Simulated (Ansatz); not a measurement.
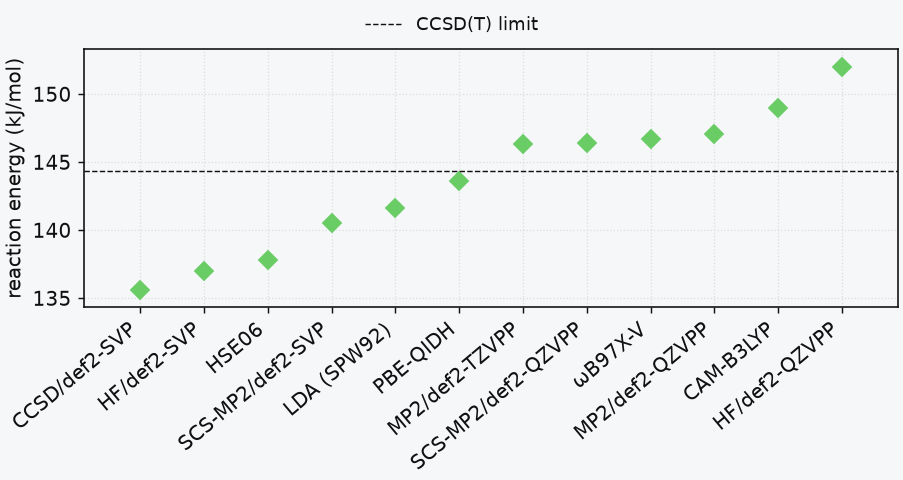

Electronic reaction energy of SiNH₄O₂F (N[Si](O)(O)F) + H₂ ([H][H]) → SiNH₅O₂ (N[SiH](O)O) + HF (F) (SMILES in brackets) at several levels (functionals in def2-TZVPP unless a basis is named), isolated molecules at PBE0-D4 triple-zeta geometries, minima by their frequencies, no zero-point or thermal terms, the Ansatz code 0.2.0. The line is frozen-core CCSD(T) at the basis limit (MP2 extrapolated from triple and quadruple zeta, plus CCSD(T) less MP2 in a smaller set). PBE-QIDH holds a correlation term that converges slowly with the basis, so part of the distance to the limit is basis error. No dispersion term is added to HSE06, PBE-QIDH and CAM-B3LYP. The distance of CCSD/def2-SVP, HF/def2-SVP, SCS-MP2/def2-SVP, MP2/def2-TZVPP, SCS-MP2/def2-QZVPP and MP2/def2-QZVPP to the limit includes basis error.

> Which level comes closest to the line (CCSD(T) limit), and which misses most?

Closest PBE-QIDH (143.6 kJ/mol), against 144.3 kJ/mol; farthest CCSD/def2-SVP (135.6 kJ/mol).

> Give the values.

| level | kJ/mol | less CCSD(T) limit |
| --- | --- | --- |
| CCSD/def2-SVP | 135.6 | −8.7 |
| HF/def2-SVP | 137.0 | −7.3 |
| HSE06 | 137.8 | −6.5 |
| SCS-MP2/def2-SVP | 140.5 | −3.8 |
| LDA (SPW92) | 141.6 | −2.7 |
| PBE-QIDH | 143.6 | −0.7 |
| MP2/def2-TZVPP | 146.3 | 2.0 |
| SCS-MP2/def2-QZVPP | 146.4 | 2.1 |
| ωB97X-V | 146.7 | 2.4 |
| MP2/def2-QZVPP | 147.0 | 2.7 |
| CAM-B3LYP | 149.0 | 4.7 |
| HF/def2-QZVPP | 152.0 | 7.7 |
| CCSD(T) limit | 144.3 | 0.0 |
